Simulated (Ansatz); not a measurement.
System: a (001) slab cut from Co (P6_3/mmc), of composition Co$_{5}$O (not the bulk's), ended by Co planes, 6 atoms in the cell. Starting structure of the relaxation:

```cif
data_structure
_symmetry_space_group_name_H-M 'P 1'
_symmetry_Int_Tables_number 1
_cell_length_a 2.4564
_cell_length_b 2.4564
_cell_length_c 26.9388
_cell_angle_alpha 90.000
_cell_angle_beta 90.000
_cell_angle_gamma 120.000
_cell_volume 140.77
loop_
_atom_site_label
_atom_site_type_symbol
_atom_site_fract_x
_atom_site_fract_y
_atom_site_fract_z
_atom_site_occupancy
Co1 Co 0.66667 0.33333 0.31553 1
Co2 Co 0.33333 0.66667 0.38920 1
Co3 Co 0.66667 0.33333 0.46310 1
Co4 Co 0.33333 0.66667 0.53741 1
Co5 Co 0.66667 0.33333 0.60895 1
O1 O 0.16667 0.83333 0.66389 1
```

Computed with Ansatz: DFT PBEsol, scalar-relativistic, plane waves, PAW, spin-polarised, 12×12×1 k mesh, 420 eV cutoff, Gaussian smearing of 0.1 eV.

What does the potential across the slab give for the work function?

The work function is 6.54 eV at the right face and 5.14 eV at the left. The vacuum level is 1.40 eV higher at the right than at the left, so the slab carries a dipole along its normal; the ramp in the vacuum, at or near the edge of the plot, is the dipole correction that keeps each side flat. Some atoms were held fixed in the relaxation, which can itself make the faces differ. The outermost atoms are 9.1 Å apart, which leaves 17.8 Å of vacuum in a cell 26.9 Å high.

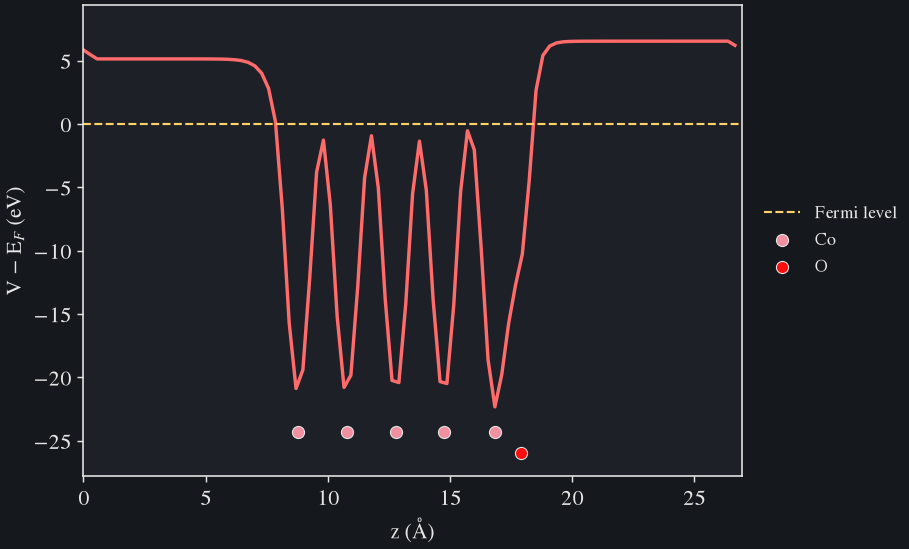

Plane-averaged electrostatic potential energy of an electron across the slab; circles at the bottom mark the heights of the atoms (positions after relaxation).
